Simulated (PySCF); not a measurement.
Consider C₃H₂F₃NO₂ (SMILES NC(=O)C(=O)C(F)(F)F).

```yaml
atoms:
  - { symbol: N, position_ang: [-2.0034, 0.4452, -0.1038] }
  - { symbol: C, position_ang: [-0.6930, 0.6983, 0.0286] }
  - { symbol: O, position_ang: [-0.1833, 1.7761, 0.1998] }
  - { symbol: C, position_ang: [0.1332, -0.5997, -0.0653] }
  - { symbol: O, position_ang: [-0.3388, -1.6861, -0.2336] }
  - { symbol: C, position_ang: [1.6637, -0.3806, 0.0804] }
  - { symbol: F, position_ang: [2.3270, -1.5352, -0.0117] }
  - { symbol: F, position_ang: [2.1293, 0.4240, -0.8768] }
  - { symbol: F, position_ang: [1.9639, 0.1575, 1.2640] }
  - { symbol: H, position_ang: [-2.6663, 1.2020, -0.0642] }
  - { symbol: H, position_ang: [-2.3269, -0.4988, -0.2434] }
```

Geometry: GFN2-xTB.

Level of theory: PBE0/pcSseg-1, SCF density, gas phase, non-relativistic (PySCF 2.14.0).

### Predict the electron density and electron localisation function between the atoms.

C–O (1.20 Å): the density is about 3.4 e/Å³ at the midpoint; the ELF peaks at about 0.85 between the atoms (a short, multiple covalent bond).
C–F (1.33 Å): ρ at the midpoint is about 2.4 e/Å³; the ELF peaks at about 0.80 between the atoms: a shared but strongly polarised pair.
C–N (1.34 Å): ρ at the midpoint is about 2.4 e/Å³; the ELF peaks at about 0.90 between the atoms; a covalent bond.
C–C (1.54 Å): ρ is about 1.7 e/Å³ halfway; the ELF peaks at about 0.95 between the atoms (a covalent bond).

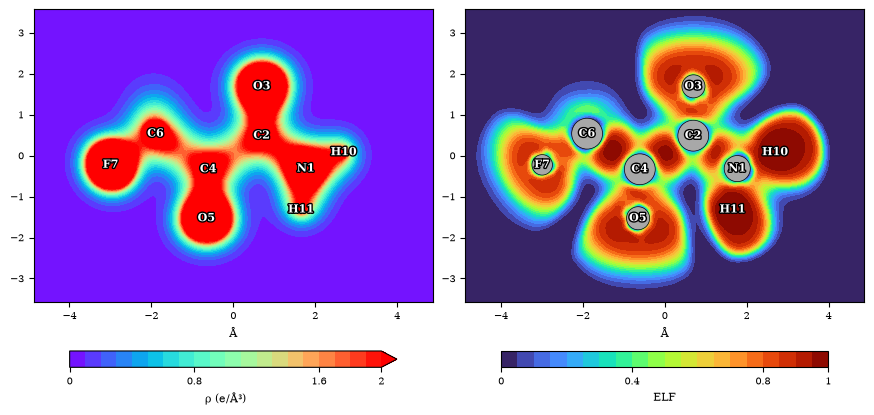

Computed electron density and electron localisation function on the plane of atoms N1, C2 and O3, in this order. Grey discs cover the atomic cores in the ELF map. 
